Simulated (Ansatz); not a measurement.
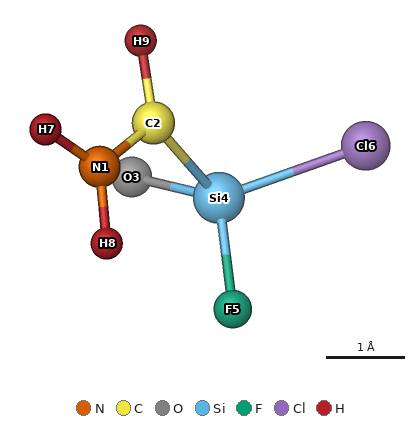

Fig. 1: The structure (ball-and-stick view, seen at a tilt; atoms are numbered from 1 in the order of the input).

# Two runs on CH3ClFNOSi

System: CH3ClFNOSi.
Method of run 1: RKS PBE-D4/def2-TZVPP (Ansatz 0.2.0).

The geometry comes from this level: PBE0-D4/def2-TZVP. Text and figures count atoms from 1; the logs count them from 0 in places.

**Input file, run 1**
```yaml
crystal:
  periodic: [false, false, false]
  atoms:
    - {symbol: N, position_ang: [1.034711, -1.102994, 0.040534]}
    - {symbol: C, position_ang: [0.414355, -0.096480, 0.566797]}
    - {symbol: O, position_ang: [-2.062222, 0.043993, 0.427305]}
    - {symbol: Si, position_ang: [-0.966209, 0.816600, -0.321056]}
    - {symbol: F, position_ang: [-0.644751, 0.508463, -1.862210]}
    - {symbol: Cl, position_ang: [-0.720061, 2.835917, -0.141341]}
    - {symbol: H, position_ang: [1.539234, -1.788931, 0.584710]}
    - {symbol: H, position_ang: [0.957443, -1.273691, -0.954293]}
    - {symbol: H, position_ang: [0.536000, 0.010722, 1.642454]}
basis:
  gaussian: {orbitals: def2-TZVPP}
hamiltonian: {xc: pbe, dispersion: d4}
output: {forces: true, orbitals: {seedname: orbitals}}
```

Launched with:
```bash
ansatz run in.yaml --threads 4 --pin off --events-out ev --progress --plain --max-ram 10444MiB
```

Hardware: 4 threads of Arm Neoverse V1, 23 GiB of memory available, shared host.

**Output (run 1)**
```
Functional definition: PBE
  parameter kappa = 0.804
  parameter beta = 0.06672455060314922
  exchange = pbe_x(kappa = kappa, mu = beta*pi^2/3)
  correlation = pbe_c(beta = beta)
1401 factors; their error is unknown
mean field evaluation 1: about -27715.1122 eV, gradient 9.2e1 eV
mean field evaluation 2: about -27522.5914 eV, gradient 2.1e2 eV
mean field evaluation 4: about -27728.1014 eV, gradient 2.8e1 eV
mean field evaluation 8: about -27730.3228 eV, gradient 9.4e-1 eV
mean field evaluation 16: about -27730.2967 eV, gradient 1.4e-3 eV
mean field -27730.29668870 eV, -1019.0696070394 hartree, gradient 2.5e-5 eV, S^2 0.000000; 0 other end points of the search recorded, 0 dependent functions left out
the calculation of the forces begins
reference -27730.29672817 eV, -1019.0696084901 hartree; 32, 32 occupied and 218, 218 virtual orbitals, 1401 factors
Total energy: -27730.53952385 eV, -1019.0785310667 hartree
Atom 0 at     1.034711    -1.102994     0.040534 Å, force     0.291722    -0.397082    -0.195602 eV/Å
Atom 1 at     0.414355    -0.096480     0.566797 Å, force    -0.480171     0.680733     0.184367 eV/Å
Atom 2 at    -2.062222     0.043993     0.427305 Å, force    -0.809344    -0.548635     0.538785 eV/Å
Atom 3 at    -0.966209     0.816600    -0.321056 Å, force     0.709168     0.368182     0.055711 eV/Å
Atom 4 at    -0.644751     0.508463    -1.862210 Å, force     0.081986    -0.131541    -0.669995 eV/Å
Atom 5 at    -0.720061     2.835917    -0.141341 Å, force     0.002539     0.349685     0.037038 eV/Å
Atom 6 at     1.539234    -1.788931     0.584710 Å, force     0.176010    -0.272145     0.161963 eV/Å
Atom 7 at     0.957443    -1.273691    -0.954293 Å, force    -0.000334    -0.075485    -0.333335 eV/Å
Atom 8 at     0.536000     0.010722     1.642454 Å, force     0.028426     0.026289     0.221068 eV/Å
Dipole moment:     1.311455    -0.745193     0.158201 e Å
```

The input of run 2 differs as follows (lines with − go, lines with + come):
```diff
-hamiltonian: {xc: pbe, dispersion: d4}
+hamiltonian: {xc: {name: wB97M-V}}
```

Predict how the results change.

The total energies belong to different models, so their difference says nothing on which is more stable or more accurate. The largest force goes from 1.116 to 0.444 eV/Å. The HOMO goes from −6.19 to −9.62 eV. The LUMO goes from −3.45 to −0.39 eV. The dipole moment goes from 7.28 to 8.11 D. On the same kind of shared host run 2 took about 4.3 times as long.

**Output (run 2)**
```
Functional definition: wB97M-V
  parameter omega = 0.3/bohr
  parameter cx = 0.15
  parameter cx01 = 1.007
  parameter cx10 = 0.259
  parameter css00 = 0.443
  parameter css04 = -1.437
  parameter css10 = -4.535
  parameter css20 = -3.390
  parameter css43 = 4.278
  parameter cos00 = 1.000
  parameter cos10 = 1.358
  parameter cos20 = 2.924
  parameter cos21 = -8.812
  parameter cos60 = -1.390
  parameter cos61 = 9.142
  parameter b = 6.0
  parameter c = 0.01
  gx(w, u) = 1 - cx + cx01*u + cx10*w
  gss(w, u) = css00 + css04*u^4 + css10*w + css20*w^2 + css43*w^4*u^3
  gos(w, u) = cos00 + cos10*w + (cos20 + cos21*u)*w^2 + (cos60 + cos61*u)*w^6
  exchange = spin_sum(e_x_unif_sr(omega)*gx(b97_w, b97_u_x)) + cx*exact_x_sr(omega) + exact_x_lr(omega)
  correlation = spin_sum(e_c_pw_mod_same_spin*gss(b97_w, b97_u_same))
      + integral(e_c_pw_mod_opposite_spin*gos(b97_w_opposite, b97_u_opposite)) + vv10(b, c)
1420 factors; their error is unknown
277 factors; integrals over basis functions are off by at most 2.8e-5 eV
mean field evaluation 1: about -27735.2782 eV, gradient 7.0e1 eV
mean field evaluation 2: about -27721.1609 eV, gradient 1.1e2 eV
mean field evaluation 4: about -27743.8785 eV, gradient 5.4e0 eV
mean field evaluation 8: about -27743.9613 eV, gradient 3.2e-1 eV
mean field evaluation 16: about -27743.9615 eV, gradient 1.7e-4 eV
mean field -27743.96149709 eV, -1019.5717794855 hartree, gradient 5.4e-5 eV, S^2 0.000000; 0 other end points of the search recorded, 0 dependent functions left out
the calculation of the forces begins
reference -27743.96154257 eV, -1019.5717811570 hartree; 32, 32 occupied and 218, 218 virtual orbitals, 1420 factors
Total energy: -27743.96154257 eV, -1019.5717811570 hartree
Atom 0 at     1.034711    -1.102994     0.040534 Å, force    -0.015016    -0.029523     0.001079 eV/Å
Atom 1 at     0.414355    -0.096480     0.566797 Å, force     0.235505    -0.074779     0.139553 eV/Å
Atom 2 at    -2.062222     0.043993     0.427305 Å, force     0.094816     0.075548    -0.064609 eV/Å
Atom 3 at    -0.966209     0.816600    -0.321056 Å, force    -0.430421    -0.019858     0.105142 eV/Å
Atom 4 at    -0.644751     0.508463    -1.862210 Å, force     0.099816    -0.029337    -0.120126 eV/Å
Atom 5 at    -0.720061     2.835917    -0.141341 Å, force     0.044073     0.042649     0.002321 eV/Å
Atom 6 at     1.539234    -1.788931     0.584710 Å, force    -0.014237     0.052586    -0.013920 eV/Å
Atom 7 at     0.957443    -1.273691    -0.954293 Å, force    -0.016647     0.017155     0.028608 eV/Å
Atom 8 at     0.536000     0.010722     1.642454 Å, force     0.002110    -0.034440    -0.078049 eV/Å
Dipole moment:     1.493854    -0.768960     0.173275 e Å
```

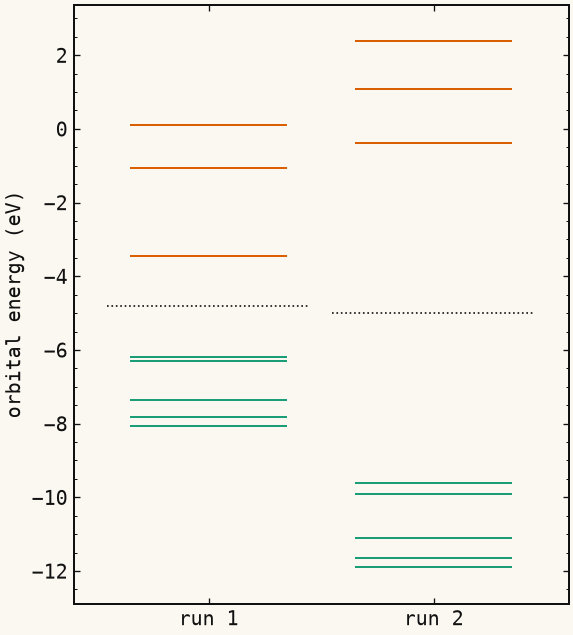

Fig. 2: The five highest filled and three lowest empty orbital energies of the two runs; the dotted lines part filled from empty levels. The HOMO–LUMO gap is 2.74 eV in run 1 and 9.23 eV in run 2.

**The two runs side by side**

| quantity | run 1 | run 2 |
| --- | --- | --- |
| outcome | converged | converged |
| total energy (hartree) | −1019.078531 | −1019.571781 |
| HOMO (eV) | −6.19 | −9.62 |
| LUMO (eV) | −3.45 | −0.39 |
| dipole moment (D) | 7.28 | 8.11 |
| largest force (eV/Å) | 1.116 | 0.444 |
| basis functions | 250 | 250 |
| wall time (shared host) | 2.7 s | 12 s |
